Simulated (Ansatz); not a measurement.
# CH₆AlFSi: one molecule under many settings

Aim: run CH₆AlFSi under a spread of inputs, and see what each costs and gives.

The runs use Ansatz 0.2.0, Gaussian basis; the settings change from run to run.

## 1. The geometry

The geometry comes from an earlier relaxation with PBE0-D4 in a triple-zeta def2 set; it is a stationary point, not always the lowest conformer.

SMILES `[CH3][AlH][SiH2]F`, 10 atoms, charge 0, spin multiplicity 1.

Atoms are counted from 1 here; the program's logs count them from 0.

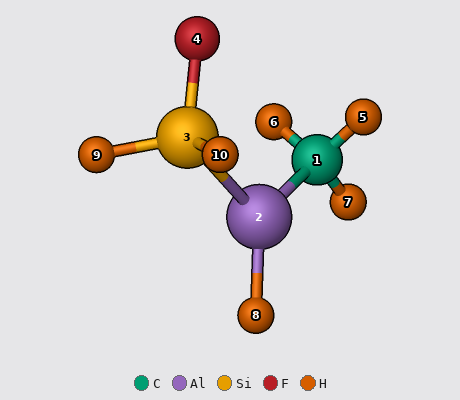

The geometry (carbon teal, aluminium purple, silicon amber, fluorine red, hydrogen orange); atoms are numbered from 1 in the order of the file.

## 2. PBE-QIDH/pcseg-2

Options: the search for lower states set to off.

File in.yaml:

```yaml
crystal:
  periodic: [false, false, false]
  atoms:
    - {symbol: C, position_ang: [-1.575372, 0.371828, -1.030699]}
    - {symbol: Al, position_ang: [-0.463779, -0.781160, 0.082061]}
    - {symbol: Si, position_ang: [1.720090, 0.011658, 0.925361]}
    - {symbol: F, position_ang: [2.020779, 1.516649, 0.417621]}
    - {symbol: H, position_ang: [-1.020541, 0.707510, -1.913192]}
    - {symbol: H, position_ang: [-1.849915, 1.280025, -0.482918]}
    - {symbol: H, position_ang: [-2.494669, -0.111630, -1.367703]}
    - {symbol: H, position_ang: [-0.914808, -2.254199, 0.487523]}
    - {symbol: H, position_ang: [1.796263, 0.039406, 2.416640]}
    - {symbol: H, position_ang: [2.865052, -0.831288, 0.468305]}
basis:
  gaussian: {orbitals: pcseg-2}
hamiltonian: {xc: {name: PBE-QIDH}}
scf: {lower_state_search: off}
```

The run is started by

```bash
$ ansatz run in.yaml --threads 2 --pin off --events-out ev --progress --plain --max-ram 4352MiB
```

Log:

```text
Functional definition: PBE-QIDH
  name "PBE-QIDH"
  cite "Brémond, Sancho-García, Pérez-Jiménez & Adamo, J. Chem. Phys. 141, 031101 (2014) doi:10.1063/1.4890314"
  cite "Perdew, Burke & Ernzerhof, Phys. Rev. Lett. 77, 3865 (1996) doi:10.1103/PhysRevLett.77.3865"
  parameter a = 3^(-1/3)
  parameter c = 1/3
  exchange = (1 - a)*pbe_x + a*exact_x
  correlation = (1 - c)*pbe_c + c*(mp2_os + mp2_ss)
these checks for a lower state are left out or cut short: stability, starts, cluster_reference, orbital_swaps, neighbouring_geometries, increment
1263 factors; integrals over basis functions are off by at most 1.2e-3 eV
mean field evaluation 1: about -18303.0533 eV, gradient 4.5e1 eV
mean field evaluation 2: about -18303.1796 eV, gradient 4.5e1 eV
mean field evaluation 4: about -18307.4571 eV, gradient 3.7e0 eV
mean field evaluation 8: about -18307.4882 eV, gradient 1.8e-1 eV
mean field evaluation 16: about -18307.4884 eV, gradient 2.0e-5 eV
mean field -18307.48835139 eV, -672.7877876522 hartree, gradient 5.0e-6 eV, S^2 0.000000; 0 other end points of the search recorded, 0 dependent functions left out
12 core orbitals not correlated: weight in the atoms' cores, before any rotation towards them, 1.000 or more for the frozen orbitals, at most 0.000 for the correlated occupied ones
reference -18307.48837007 eV, -672.7877883388 hartree; 12, 12 occupied and 188, 188 virtual orbitals, 1263 factors
second order -18.78799410 eV of doubles, -0.00000000 eV of singles
Total energy: -18313.75103477 eV, -673.0179370215 hartree
Checks for a lower state left out: stability, starts, cluster_reference, orbital_swaps, neighbouring_geometries, increment
```

It took 3.2 s on 2 threads of Arm Neoverse V2, shared host.

## 3. revPBE0/def2-TZVP

Options: D3(BJ) with three-body dispersion, high accuracy, the search for lower states set to off.

in.yaml, as its differences from that of step 2:

```diff
@@ -14,4 +14,5 @@
 basis:
-  gaussian: {orbitals: pcseg-2}
-hamiltonian: {xc: {name: PBE-QIDH}}
+  gaussian: {orbitals: def2-TZVP}
+hamiltonian: {xc: {name: revPBE0}, dispersion: d3bjatm}
+accuracy: high
 scf: {lower_state_search: off}
```

Same command.

Log (excerpt; [...] marks lines left out):

```text
Functional definition: revPBE0
  name "revPBE0"
  cite "Zhang & Yang, Phys. Rev. Lett. 80, 890 (1998) doi:10.1103/PhysRevLett.80.890"
  cite "Adamo & Barone, J. Chem. Phys. 110, 6158 (1999) doi:10.1063/1.478522"
  cite "Perdew, Burke & Ernzerhof, Phys. Rev. Lett. 77, 3865 (1996) doi:10.1103/PhysRevLett.77.3865"
[...]
3140 factors; integrals over basis functions are off by at most 2.3e-8 eV
[...]
mean field -18325.05796802 eV, -673.4334591543 hartree, gradient 5.6e-8 eV, S^2 0.000000; 0 other end points of the search recorded, 0 dependent functions left out
reference -18325.05797230 eV, -673.4334593116 hartree; 24, 24 occupied and 148, 148 virtual orbitals, 3140 factors
Total energy: -18325.41808669 eV, -673.4466932715 hartree
Checks for a lower state left out: stability, starts, cluster_reference, orbital_swaps, neighbouring_geometries, increment
```

Wall time 8.5 s (2 threads of Arm Neoverse V2, shared host); peak memory 0.7 GiB.

## 4. wB97M-V/def2-SVPD

in.yaml, as its differences from that of step 3:

```diff
@@ -14,5 +14,3 @@
 basis:
-  gaussian: {orbitals: def2-TZVP}
-hamiltonian: {xc: {name: revPBE0}, dispersion: d3bjatm}
-accuracy: high
-scf: {lower_state_search: off}
+  gaussian: {orbitals: def2-SVPD}
+hamiltonian: {xc: {name: wB97M-V}}
```

The command is unchanged.

Log (excerpt; [...] marks lines left out):

```text
Functional definition: wB97M-V
  name "wB97M-V"
  cite "Mardirossian & Head-Gordon, J. Chem. Phys. 144, 214110 (2016) doi:10.1063/1.4952647"
  cite "Becke, J. Chem. Phys. 107, 8554 (1997) doi:10.1063/1.475007"
  cite "Vydrov & Van Voorhis, J. Chem. Phys. 133, 244103 (2010) doi:10.1063/1.3521275"
  # Of w^i u^j: cxij and so on, Table III.
[...]
  gx(w, u) = 1 - cx + cx01*u + cx10*w
  gss(w, u) = css00 + css04*u^4 + css10*w + css20*w^2 + css43*w^4*u^3
  gos(w, u) = cos00 + cos10*w + (cos20 + cos21*u)*w^2 + (cos60 + cos61*u)*w^6
[...]
      + integral(e_c_pw_mod_opposite_spin*gos(b97_w_opposite, b97_u_opposite)) + vv10(b, c)
1213 factors; their error is unknown
545 factors; integrals over basis functions are off by at most 1.5e-5 eV
[...]
mean field -18317.46027935 eV, -673.1542492457 hartree, gradient 7.8e-5 eV, S^2 0.000000; 0 other end points of the search recorded, 0 dependent functions left out
reference -18317.46034929 eV, -673.1542518160 hartree; 24, 24 occupied and 115, 115 virtual orbitals, 1213 factors
Total energy: -18317.46034929 eV, -673.1542518160 hartree
```

It took 9.5 s on 2 threads of Arm Neoverse V2, shared host.

## 5. B3LYP5/def2-TZVP

This run has atoms shaken by 0.08 Å, finite nuclei.

File in.yaml:

```yaml
crystal:
  periodic: [false, false, false]
  atoms:
    - {symbol: C, position_ang: [-1.476279, 0.367857, -1.116792]}
    - {symbol: Al, position_ang: [-0.396873, -0.765309, 0.075641]}
    - {symbol: Si, position_ang: [1.559471, 0.022814, 0.817633]}
    - {symbol: F, position_ang: [2.016401, 1.621596, 0.393437]}
    - {symbol: H, position_ang: [-0.941935, 0.673567, -1.893648]}
    - {symbol: H, position_ang: [-1.853280, 1.245517, -0.365409]}
    - {symbol: H, position_ang: [-2.669906, -0.127415, -1.414360]}
    - {symbol: H, position_ang: [-0.881389, -2.319623, 0.412809]}
    - {symbol: H, position_ang: [2.004833, 0.077768, 2.382265]}
    - {symbol: H, position_ang: [2.880767, -0.879237, 0.528115]}
basis:
  gaussian: {orbitals: def2-TZVP, nuclear_model: gaussian}
hamiltonian: {xc: {name: B3LYP5}}
output: {forces: true}
```

Launched as before.

Log (excerpt; [...] marks lines left out):

```text
Functional definition: B3LYP5
  name "B3LYP5"
  cite "Stephens, Devlin, Chabalowski & Frisch, J. Phys. Chem. 98, 11623 (1994) doi:10.1021/j100096a001"
  cite "Becke, Phys. Rev. A 38, 3098 (1988) doi:10.1103/PhysRevA.38.3098"
  cite "Lee, Yang & Parr, Phys. Rev. B 37, 785 (1988) doi:10.1103/PhysRevB.37.785"
  cite "Vosko, Wilk & Nusair, Can. J. Phys. 58, 1200 (1980) doi:10.1139/p80-159"
[...]
1120 factors; their error is unknown
[...]
mean field -18324.18308324 eV, -673.4013077316 hartree, gradient 1.5e-5 eV, S^2 0.000000; 0 other end points of the search recorded, 0 dependent functions left out
[...]
reference -18324.18337739 eV, -673.4013185416 hartree; 24, 24 occupied and 148, 148 virtual orbitals, 1120 factors
Total energy: -18324.18337739 eV, -673.4013185416 hartree
Atom 0 at    -1.476279     0.367857    -1.116792 Å, force    -6.594799    -1.473481     5.154039 eV/Å
Atom 1 at    -0.396873    -0.765309     0.075641 Å, force    -2.949518    -1.762475    -1.123463 eV/Å
Atom 2 at     1.559471     0.022814     0.817633 Å, force     5.912236     2.139685     2.577942 eV/Å
Atom 3 at     2.016401     1.621596     0.393437 Å, force    -0.897551    -1.974374     0.093364 eV/Å
Atom 4 at    -0.941935     0.673567    -1.893648 Å, force     1.769654     1.823071    -3.538710 eV/Å
Atom 5 at    -1.853280     1.245517    -0.365409 Å, force     1.171134    -1.484820    -1.982439 eV/Å
Atom 6 at    -2.669906    -0.127415    -1.414360 Å, force     3.874205     1.279031     0.508656 eV/Å
Atom 7 at    -0.881389    -2.319623     0.412809 Å, force     0.398903     0.839606     0.018281 eV/Å
Atom 8 at     2.004833     0.077768     2.382265 Å, force    -1.156255    -0.134596    -1.379363 eV/Å
Atom 9 at     2.880767    -0.879237     0.528115 Å, force    -1.528010     0.748353    -0.328308 eV/Å
Dipole moment:    -0.413796    -0.240983    -0.082847 e Å
```

It took 3.5 s on 2 threads of Arm Neoverse V2, shared host.

Largest force 8.499 eV/Å, dipole 2.33 D.

## 6. MP2/def2-TZVPD

Set apart from the defaults: atoms shaken by 0.03 Å, density fitting with def2-universal-jkfit, finite nuclei.

File in.yaml:

```yaml
crystal:
  periodic: [false, false, false]
  atoms:
    - {symbol: C, position_ang: [-1.628452, 0.351372, -1.070836]}
    - {symbol: Al, position_ang: [-0.465546, -0.749365, 0.077034]}
    - {symbol: Si, position_ang: [1.719899, -0.010496, 0.928255]}
    - {symbol: F, position_ang: [2.050132, 1.493534, 0.398903]}
    - {symbol: H, position_ang: [-1.016900, 0.690164, -1.903670]}
    - {symbol: H, position_ang: [-1.840528, 1.269590, -0.478219]}
    - {symbol: H, position_ang: [-2.478266, -0.131913, -1.320026]}
    - {symbol: H, position_ang: [-0.907919, -2.288130, 0.435730]}
    - {symbol: H, position_ang: [1.774279, 0.011561, 2.396588]}
    - {symbol: H, position_ang: [2.873517, -0.829777, 0.539997]}
basis:
  gaussian: {orbitals: def2-TZVPD, fitting: {mean_field: def2-universal-jkfit}, nuclear_model: gaussian}
hamiltonian: {xc: {name: HF}}
correlation: {method: mp2}
output: {forces: true}
```

The command is unchanged.

Log (excerpt; [...] marks lines left out):

```text
Functional definition: HF
  name "HF"
  cite "Fock, Z. Phys. 61, 126 (1930) doi:10.1007/BF01340294"
  parent pbe
[...]
516 factors; integrals over basis functions are off by at most 1.6e0 eV
[...]
mean field -18279.91533960 eV, -671.7744981586 hartree, gradient 1.7e-6 eV, S^2 0.000000; 0 other end points of the search recorded, 0 dependent functions left out
12 core orbitals not correlated: weight in the atoms' cores, before any rotation towards them, 1.000 or more for the frozen orbitals, at most 0.000 for the correlated occupied ones
reference -18279.91533960 eV, -671.7744981586 hartree; 12, 12 occupied and 193, 193 virtual orbitals, 516 factors
second order -16.74147496 eV of doubles, -0.00000000 eV of singles
[...]
Total energy: -18296.65681456 eV, -672.3897360155 hartree
Atom 0 at    -1.628452     0.351372    -1.070836 Å, force     3.317835     1.977799     2.031681 eV/Å
Atom 1 at    -0.465546    -0.749365     0.077034 Å, force    -0.412038    -0.841606    -0.143223 eV/Å
Atom 2 at     1.719899    -0.010496     0.928255 Å, force     0.074555     0.405577    -0.103348 eV/Å
Atom 3 at     2.050132     1.493534     0.398903 Å, force    -0.057470    -0.077299     0.078123 eV/Å
Atom 4 at    -1.016900     0.690164    -1.903670 Å, force    -0.205850    -0.030424    -0.388133 eV/Å
Atom 5 at    -1.840528     1.269590    -0.478219 Å, force    -0.126851    -0.433481    -0.394494 eV/Å
Atom 6 at    -2.478266    -0.131913    -1.320026 Å, force    -2.868228    -1.425143    -1.135110 eV/Å
Atom 7 at    -0.907919    -2.288130     0.435730 Å, force     0.182958     0.605369    -0.060150 eV/Å
Atom 8 at     1.774279     0.011561     2.396588 Å, force    -0.064092     0.081806     0.314870 eV/Å
Atom 9 at     2.873517    -0.829777     0.539997 Å, force     0.159181    -0.262599    -0.200216 eV/Å
Dipole moment:    -0.245740    -0.143561    -0.027100 e Å
```

Wall time 3.3 s (2 threads of Arm Neoverse V2, shared host).

Largest force 4.364 eV/Å, dipole 1.37 D.

## 7. r2SCANh/aug-cc-pVTZ

Set apart from the defaults: atoms shaken by 0.03 Å, D4 dispersion, the search for lower states set to full.

File in.yaml:

```yaml
crystal:
  periodic: [false, false, false]
  atoms:
    - {symbol: C, position_ang: [-1.569384, 0.352251, -1.079145]}
    - {symbol: Al, position_ang: [-0.496634, -0.817691, 0.051655]}
    - {symbol: Si, position_ang: [1.692297, -0.029544, 0.920432]}
    - {symbol: F, position_ang: [2.067738, 1.489317, 0.465228]}
    - {symbol: H, position_ang: [-1.043467, 0.706016, -1.868634]}
    - {symbol: H, position_ang: [-1.869859, 1.282719, -0.477695]}
    - {symbol: H, position_ang: [-2.497729, -0.079132, -1.368674]}
    - {symbol: H, position_ang: [-0.884813, -2.303532, 0.468719]}
    - {symbol: H, position_ang: [1.795475, 0.040695, 2.408570]}
    - {symbol: H, position_ang: [2.879987, -0.816769, 0.502529]}
basis:
  gaussian: {orbitals: aug-cc-pVTZ}
hamiltonian: {xc: {name: r2SCANh}, dispersion: d4}
scf: {lower_state_search: full}
```

Launched as before.

Log (excerpt; [...] marks lines left out):

```text
Functional definition: r2SCANh
  name "r2SCANh"
  cite "Bursch, Neugebauer, Ehlert & Grimme, J. Chem. Phys. 156, 134105 (2022) doi:10.1063/5.0086040"
  cite "Furness, Kaplan, Ning, Perdew & Sun, J. Phys. Chem. Lett. 11, 8208 (2020) doi:10.1021/acs.jpclett.0c02405"
  cite "Furness, Kaplan, Ning, Perdew & Sun, J. Phys. Chem. Lett. 11, 9248 (2020) doi:10.1021/acs.jpclett.0c03077"
  parent r2scan
[...]
1473 factors; their error is unknown
[...]
mean field -18325.88915252 eV, -673.4640046213 hartree, gradient 4.5e-5 eV, S^2 0.000000; 0 other end points of the search recorded, 0 dependent functions left out
reference -18325.88917524 eV, -673.4640054563 hartree; 24, 24 occupied and 306, 306 virtual orbitals, 1473 factors
Total energy: -18325.93405016 eV, -673.4656545793 hartree
```

It took 14 s on 2 threads of Arm Neoverse V2, shared host; peak memory 0.78 GiB.

## 8. r2SCAN50/aug-cc-pVDZ

This run has a grid of angular degree 47, the search for lower states set to full.

File in.yaml:

```yaml
crystal:
  periodic: [false, false, false]
  atoms:
    - {symbol: C, position_ang: [-1.575372, 0.371828, -1.030699]}
    - {symbol: Al, position_ang: [-0.463779, -0.781160, 0.082061]}
    - {symbol: Si, position_ang: [1.720090, 0.011658, 0.925361]}
    - {symbol: F, position_ang: [2.020779, 1.516649, 0.417621]}
    - {symbol: H, position_ang: [-1.020541, 0.707510, -1.913192]}
    - {symbol: H, position_ang: [-1.849915, 1.280025, -0.482918]}
    - {symbol: H, position_ang: [-2.494669, -0.111630, -1.367703]}
    - {symbol: H, position_ang: [-0.914808, -2.254199, 0.487523]}
    - {symbol: H, position_ang: [1.796263, 0.039406, 2.416640]}
    - {symbol: H, position_ang: [2.865052, -0.831288, 0.468305]}
basis:
  gaussian: {orbitals: aug-cc-pVDZ, final_grid: {core_spheres: 20, valence_spheres: 16, degree: 47}}
hamiltonian: {xc: {name: r2SCAN50}}
scf: {lower_state_search: full}
```

Same command.

Log (excerpt; [...] marks lines left out):

```text
Functional definition: r2SCAN50
  name "r2SCAN50"
  cite "Bursch, Neugebauer, Ehlert & Grimme, J. Chem. Phys. 156, 134105 (2022) doi:10.1063/5.0086040"
  cite "Furness, Kaplan, Ning, Perdew & Sun, J. Phys. Chem. Lett. 11, 8208 (2020) doi:10.1021/acs.jpclett.0c02405"
  cite "Furness, Kaplan, Ning, Perdew & Sun, J. Phys. Chem. Lett. 11, 9248 (2020) doi:10.1021/acs.jpclett.0c03077"
  parent r2scan
[...]
1605 factors; their error is unknown
[...]
mean field -18323.23305935 eV, -673.3663949976 hartree, gradient 1.0e-5 eV, S^2 0.000000; 0 other end points of the search recorded, 0 dependent functions left out
reference -18323.23307566 eV, -673.3663955972 hartree; 24, 24 occupied and 130, 130 virtual orbitals, 1605 factors
Total energy: -18323.23307566 eV, -673.3663955972 hartree
```

It took 7.5 s on 2 threads of Arm Neoverse V2, shared host.

## 9. RPBE/aug-cc-pVTZ

This run has D4 dispersion.

in.yaml, as its differences from that of step 8:

```diff
@@ -14,4 +14,4 @@
 basis:
-  gaussian: {orbitals: aug-cc-pVDZ, final_grid: {core_spheres: 20, valence_spheres: 16, degree: 47}}
-hamiltonian: {xc: {name: r2SCAN50}}
-scf: {lower_state_search: full}
+  gaussian: {orbitals: aug-cc-pVTZ}
+hamiltonian: {xc: {name: RPBE}, dispersion: d4}
+output: {forces: true}
```

Launched as before.

Log (excerpt; [...] marks lines left out):

```text
Functional definition: RPBE
  name "RPBE"
  cite "Hammer, Hansen & Nørskov, Phys. Rev. B 59, 7413 (1999) doi:10.1103/PhysRevB.59.7413"
  cite "Perdew, Burke & Ernzerhof, Phys. Rev. Lett. 77, 3865 (1996) doi:10.1103/PhysRevLett.77.3865"
[...]
1473 factors; their error is unknown
[...]
mean field -18328.00628648 eV, -673.5418078592 hartree, gradient 3.3e-5 eV, S^2 0.000000; 0 other end points of the search recorded, 0 dependent functions left out
[...]
reference -18328.00636361 eV, -673.5418106937 hartree; 24, 24 occupied and 306, 306 virtual orbitals, 1473 factors
Total energy: -18328.56535646 eV, -673.5623533020 hartree
Atom 0 at    -1.575372     0.371828    -1.030699 Å, force    -0.028339     0.014736    -0.026954 eV/Å
Atom 1 at    -0.463779    -0.781160     0.082061 Å, force     0.091024    -0.085582     0.087294 eV/Å
Atom 2 at     1.720090     0.011658     0.925361 Å, force    -0.306832    -0.844686     0.209200 eV/Å
Atom 3 at     2.020779     1.516649     0.417621 Å, force     0.218013     1.085447    -0.365393 eV/Å
Atom 4 at    -1.020541     0.707510    -1.913192 Å, force     0.116826     0.083690    -0.196537 eV/Å
Atom 5 at    -1.849915     1.280025    -0.482918 Å, force    -0.061625     0.206840     0.113855 eV/Å
Atom 6 at    -2.494669    -0.111630    -1.367703 Å, force    -0.207681    -0.104767    -0.078042 eV/Å
Atom 7 at    -0.914808    -2.254199     0.487523 Å, force    -0.053937    -0.178892     0.050184 eV/Å
Atom 8 at     1.796263     0.039406     2.416640 Å, force     0.021853    -0.011442     0.275290 eV/Å
Atom 9 at     2.865052    -0.831288     0.468305 Å, force     0.210696    -0.165343    -0.068897 eV/Å
Dipole moment:    -0.262015    -0.144421    -0.078432 e Å
```

Run time: 8 s. Hardware: 2 threads of Arm Neoverse V2, shared host.

Largest force 1.166 eV/Å, dipole 1.49 D.

## 10. revPBE0/def2-SVP

This run has a grid of angular degree 47.

in.yaml, as its differences from that of step 9:

```diff
@@ -14,4 +14,4 @@
 basis:
-  gaussian: {orbitals: aug-cc-pVTZ}
-hamiltonian: {xc: {name: RPBE}, dispersion: d4}
+  gaussian: {orbitals: def2-SVP, final_grid: {core_spheres: 20, valence_spheres: 16, degree: 47}}
+hamiltonian: {xc: {name: revPBE0}}
 output: {forces: true}
```

Launched as before.

Log (excerpt; [...] marks lines left out):

```text
Functional definition: revPBE0
  name "revPBE0"
  cite "Zhang & Yang, Phys. Rev. Lett. 80, 890 (1998) doi:10.1103/PhysRevLett.80.890"
  cite "Adamo & Barone, J. Chem. Phys. 110, 6158 (1999) doi:10.1063/1.478522"
  cite "Perdew, Burke & Ernzerhof, Phys. Rev. Lett. 77, 3865 (1996) doi:10.1103/PhysRevLett.77.3865"
[...]
911 factors; integrals over basis functions are off by at most 1.1e-3 eV
[...]
mean field -18315.18857352 eV, -673.0707655962 hartree, gradient 3.8e-5 eV, S^2 0.000000; 0 other end points of the search recorded, 0 dependent functions left out
[...]
reference -18315.18861192 eV, -673.0707670074 hartree; 24, 24 occupied and 70, 70 virtual orbitals, 911 factors
Total energy: -18315.18861192 eV, -673.0707670074 hartree
Atom 0 at    -1.575372     0.371828    -1.030699 Å, force     0.085857    -0.109693     0.092206 eV/Å
Atom 1 at    -0.463779    -0.781160     0.082061 Å, force     0.104315    -0.041376     0.075039 eV/Å
Atom 2 at     1.720090     0.011658     0.925361 Å, force    -0.172416    -0.783587     0.256134 eV/Å
Atom 3 at     2.020779     1.516649     0.417621 Å, force     0.126281     0.935927    -0.349133 eV/Å
Atom 4 at    -1.020541     0.707510    -1.913192 Å, force     0.143161     0.100778    -0.253986 eV/Å
Atom 5 at    -1.849915     1.280025    -0.482918 Å, force    -0.085534     0.256890     0.144026 eV/Å
Atom 6 at    -2.494669    -0.111630    -1.367703 Å, force    -0.275009    -0.130134    -0.106880 eV/Å
Atom 7 at    -0.914808    -2.254199     0.487523 Å, force    -0.017661    -0.067066     0.020700 eV/Å
Atom 8 at     1.796263     0.039406     2.416640 Å, force    -0.008597    -0.036627     0.159649 eV/Å
Atom 9 at     2.865052    -0.831288     0.468305 Å, force     0.099603    -0.125114    -0.037755 eV/Å
Dipole moment:    -0.285682    -0.169559    -0.079862 e Å
```

Wall time 3 s (2 threads of Arm Neoverse V2, shared host).

Largest force 1.007 eV/Å, dipole 1.64 D.

## 11. The runs in one table

```csv
level,charge,multiplicity,geometry,functions,energy (eV),time
PBE-QIDH/pcseg-2,0,1,relaxed,212,-18313.751,3.2 s
revPBE0/def2-TZVP,0,1,relaxed,172,-18325.418,8.5 s
wB97M-V/def2-SVPD,0,1,relaxed,139,-18317.460,9.5 s
B3LYP5/def2-TZVP,0,1,shaken,172,-18324.183,3.5 s
MP2/def2-TZVPD,0,1,shaken,217,-18296.657,3.3 s
r2SCANh/aug-cc-pVTZ,0,1,shaken,330,-18325.934,14 s
r2SCAN50/aug-cc-pVDZ,0,1,relaxed,154,-18323.233,7.5 s
RPBE/aug-cc-pVTZ,0,1,relaxed,330,-18328.565,8 s
revPBE0/def2-SVP,0,1,relaxed,94,-18315.189,3 s
```

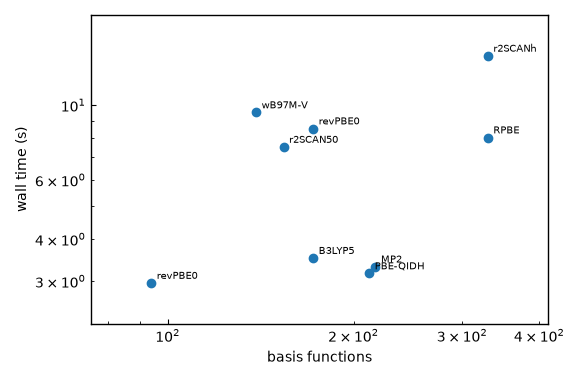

Wall time against the number of basis functions (shared host).

## 12. What came out

```
                                         quantity                      value
                                             runs                          9
                                         quickest      revPBE0/def2-SVP, 3 s
                                          slowest  r2SCANh/aug-cc-pVTZ, 14 s
spread of total energies, same state and geometry                    14.8 eV
                  dipole, same state and geometry             1.49 to 1.64 D
```

r2SCANh/aug-cc-pVTZ took 5 times as long as revPBE0/def2-SVP. The jobs differ in tasks and options as well as level. The totals spread over 15 eV; they can't be compared across methods or bases. At the PBE0-D4/def2-TZVP geometry and in the same state, runs without warnings or point charges leave forces up to 1.17 eV/Å (RPBE/aug-cc-pVTZ), against 8.5 eV/Å where the atoms were moved.
